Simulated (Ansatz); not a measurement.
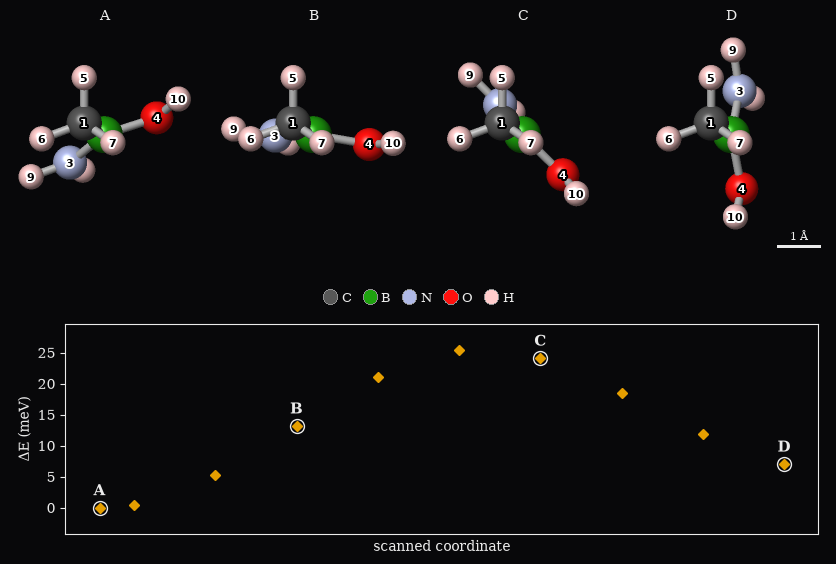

A scan of CH$_{6}$BNO along one coordinate. The picture is a ball-and-stick view, seen almost along the central bond, with a slight tilt.

Single-point energies from Ansatz with PBE-D4 in the def2-TZVPP basis, on geometries moved rigidly from the minimum at PBE0-D4/def2-TZVP. Energies are counted from the PBE0-D4/def2-TZVP minimum geometry at the same level.

### What is being scanned?

One H–C–B–N dihedral angle is varied, with the rest of the molecule carried along rigidly. In the frames the dihedral is −120.8° (A), −88.5° (B), −48.5° (C), −8.5° (D). Of the computed points the lowest is at the dihedral −120.8°, 0.0 meV. A local maximum lies at −61.8° (25.3 meV). The highest point, at −61.8°, lies 25.3 meV above the lowest and gives an upper estimate of the barrier to rotation, since the rotor is rigid.
